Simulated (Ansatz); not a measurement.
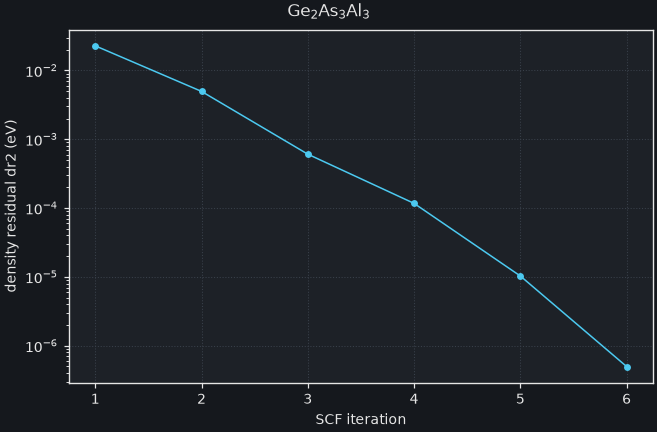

The plot shows the SCF iterations of a calculation: density residual dr2. The starting density is a sum of atomic densities corrected by a trained network.

Ge₂As₃Al₃ (interface cell, 8 atoms in the cell), run with Ansatz.

```
crystal:
  lattice:
    - [2.837049, -2.837049, 0.000000]
    - [0.000000, 0.000000, 5.674099]
    - [-5.674752, -5.674752, 0.000000]
  atoms:
    - { symbol: Ge, position: [0.996565, 0.998835, 0.999684] }
    - { symbol: Ge, position: [0.497411, 0.748843, 0.005516] }
    - { symbol: As, position: [0.993785, 0.249629, 0.749117] }
    - { symbol: As, position: [0.995096, 0.246271, 0.254640] }
    - { symbol: As, position: [0.496389, 0.754308, 0.498661] }
    - { symbol: Al, position: [0.991405, 0.997915, 0.496947] }
    - { symbol: Al, position: [0.495356, 0.495153, 0.749327] }
    - { symbol: Al, position: [0.500383, 0.501620, 0.251274] }
kpoints:
  mp_grid: { grid: [4, 3, 2] }
hamiltonian:
  xc: pbesol
  dispersion: d3bjatm
scf:
  occupations: { method: fermi_dirac, width: 0.01 }
  max_iter: 6
output:
  forces: true
  eigenvalues: true
  stress: true
```

Launched with:
```bash
ansatz run in.yaml --threads 7 --pin off --max-ram 13300MiB --runs-dir r --events-out ev --progress --plain
```

### Was self-consistency reached?

It did not converge: it stopped after 6 iterations. The residual is still falling at the last step (down to 5 × 10⁻⁷). From the first spectrum the program read the system as an insulator and chose the Resta preconditioner.

### What is the residual at the start and at the end?

It starts near 0.02 and ends near 5 × 10⁻⁷ eV.
